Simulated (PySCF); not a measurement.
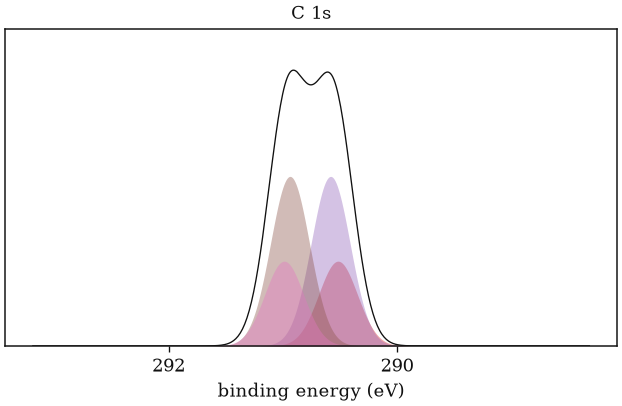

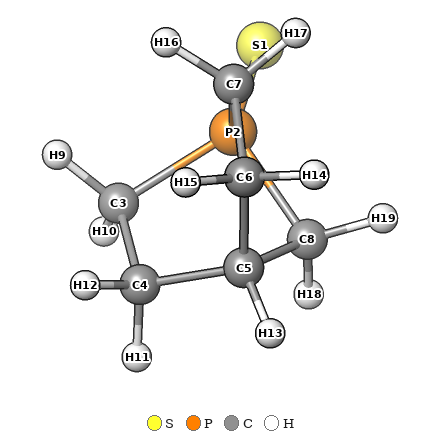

Simulated XPS of C₆H₁₁PS, SMILES S=[P@]12CC[C@H](CC1)C2. Vertical core-electron binding energies by ΔSCF (SCAN, pcX-2 on the ionised atom, pcseg-1 elsewhere, spin-free X2C; PySCF, at a PBE0-D3(BJ)/def2-SVP geometry (no frequency check)), gas phase, against the vacuum level. One atom of each kind was ionised; within a panel, areas follow the number of like atoms, Gaussians of 0.4 eV full width. Only the regions named are shown. Lines closer than the width merge in the curve. The order of lines from different atoms under 0.3 eV apart is within the error of the method.

> Which atoms give which peak?

| level | atoms | binding energy (eV) |
| --- | --- | --- |
| C 1s | C5 | 291.0 |
| C 1s | C4, C6 | 290.9 |
| C 1s | C3, C7 | 290.6 |
| C 1s | C8 | 290.5 |

> How large is the chemical shift across the C 1s region?

0.5 eV, from C8 at 290.5 eV to C5 at 291.0 eV.
